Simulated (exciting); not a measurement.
Two BSE runs for the Ta L₃ edge of LiTaF6, space group R-3. Run A: exciting, all-electron LAPW+lo, LDA, exchange and screened direct term (singlet BSE), 3×3×3 shifted k points, 41 conduction bands, |G+q| up to 3 bohr⁻¹ (2 in the exchange term), full RPA screening with nempty = 72, Lorentzian half width 2.44 eV. Run B has a fault in its input.

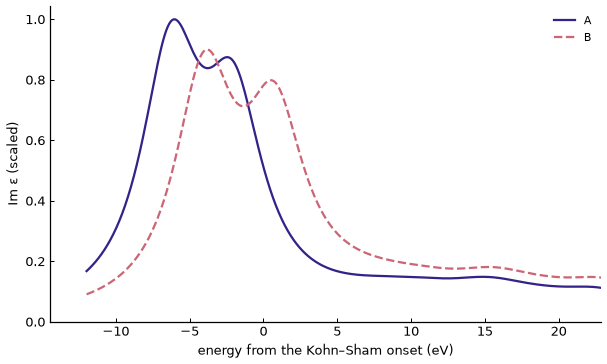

Energy from the Kohn–Sham onset, core level to the lowest empty state found on the meshes used; one zero for both, scaled to A's maximum.

**Question.** What most likely went wrong in run B?

The cutoff of the kernels is far too low (cutoff of the screened term (bohr⁻¹) from 3 to 0.6 and cutoff of the exchange term (bohr⁻¹) from 2 to 0.6). The spectrum differs from run A by 43 % r.m.s. Moving the earlier curve by +2.6 eV leaves 12 %. The highest maximum lies at -3.9 eV (0.90), against -6.1 eV (1.00). The first bright state moves from -6.28 to -4.01 eV. The kernels miss the short-range part of the Coulomb interaction, its components above their cutoff. Other settings could leave a like mark; this is the change that was made.

[Hosts, paths, dates, database ids (printed as entryN), source tags and the programs' standing remarks are cut or masked in the printed files.]
